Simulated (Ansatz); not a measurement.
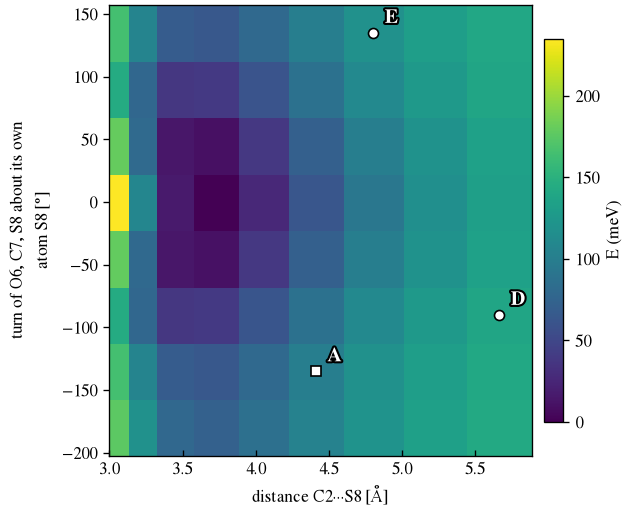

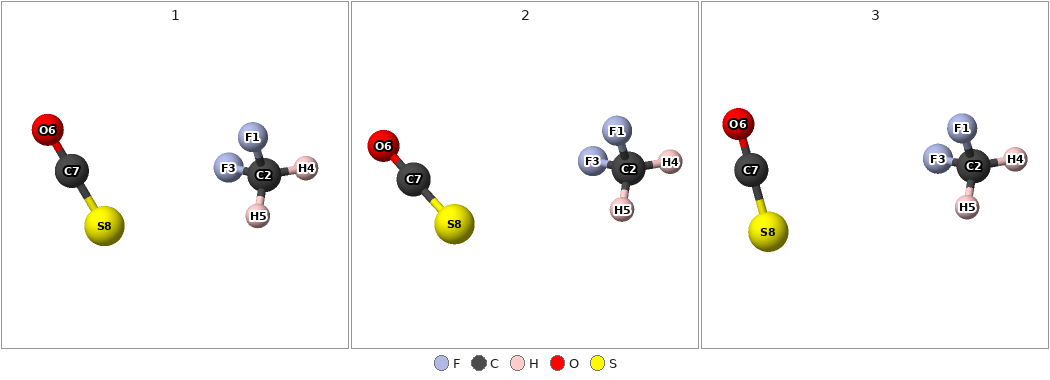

The pair CH₂F₂···COS. 
- The turn is about an axis along (−0.22, 0.93, 0.28) in the frame of the relaxed pair, normal to the line between the partners.
- Coordinates scanned: (1) distance C2···S8; (2) turn of O6, C7, S8 about its own atom S8.
- The grid has 9 × 8 points.
- Points are written as (first, second).
- Energies are in meV, from the lowest grid point.
- Computed with Ansatz, RHF-MP2, frozen core/def2-SVPD.

In the figure: one coloured cell a grid point, lettered points. The numbered pictures are the structures at these points, in random order.

> Which structure belongs to which point?

A is structure 1: (4.411 Å, −135°), 100 meV; D is structure 3: (5.665 Å, −90°), 138 meV; E is structure 2: (4.803 Å, 135°), 118 meV.
